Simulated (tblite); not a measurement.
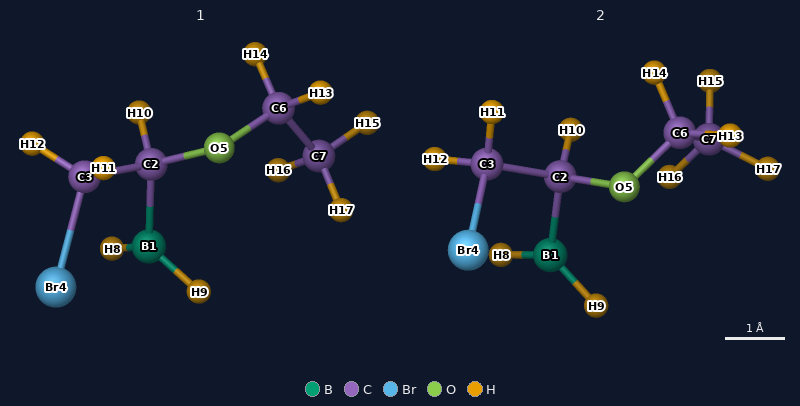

Two geometries of C$_{4}$H$_{10}$BBrO, drawn at one scale. One is the start of a relaxation, the other its converged end. Style: ball-and-stick. Shown from a free direction.

Method: GFN2-xTB geometry optimisation, gas phase in tblite 0.8.0. 

Q: Which of the two is the end point?

A: Structure 1 is the relaxed one. After 128 geometry steps the energy has fallen by 17.3 kcal/mol. The largest move after the best rigid fit is that of Br4, 1.31 Å. Largest moves by element: Br 1.31 Å, H 1.22 Å, O 0.67 Å, C 0.53 Å, B 0.19 Å. Near-neighbour distances that change, for instance: B1–Br4 3.172 → 2.364 Å, C3–Br4 1.925 → 1.967 Å, C6–H13 1.135 → 1.094 Å, C3–H12 1.122 → 1.087 Å. Bond angles that change, for instance: B1–C2–O5 107.3° → 117.4°, C2–O5–C6 106.9° → 114.9°, B1–C2–C3 108.1° → 100.2°. Groups turn about C2–C3 by about 50°, C6–C7 by about 45°, C2–O5 by about 35°.
